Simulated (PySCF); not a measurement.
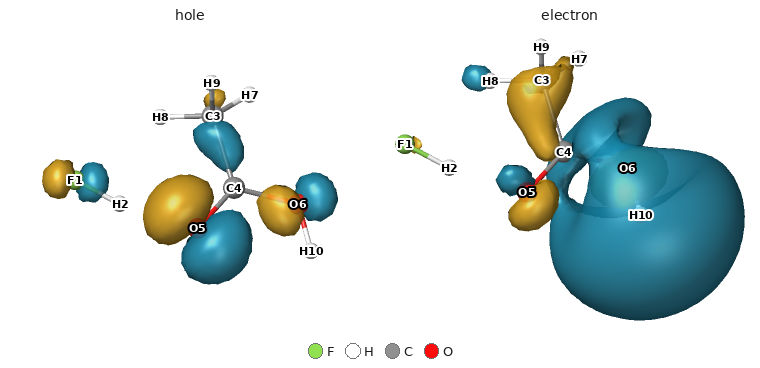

Figure 1: C2H5FO2, SMILES `F.CC(=O)O`. Leading natural transition orbital pair of S₄ (TDA singlet states); the surfaces enclose about 78 % of each orbital's density.

PySCF calculation, PBE0/def2-SVP, gas phase; geometry: GFN2-xTB. The pair's geometry is semi-empirical, so its contact may be too short or too long. Without diffuse functions Rydberg states are missing, so the states' numbers hold for this basis only.

**Give its energy and the atoms that hole and electron lie on.**

8.69 eV (143 nm), f = 0.040; the leading pair carries 78 %; hole on O5 (57 %), O6 (19 %) and C4 (8 %), electron on H10 (44 %), O6 (21 %) and C4 (15 %) (shares are of the whole state, not of the leading pair alone); their centroids lie 1.4 Å apart. In canonical orbitals it is mainly HOMO → LUMO+1 (75 %). The HOMO–LUMO gap is 8.56 eV.
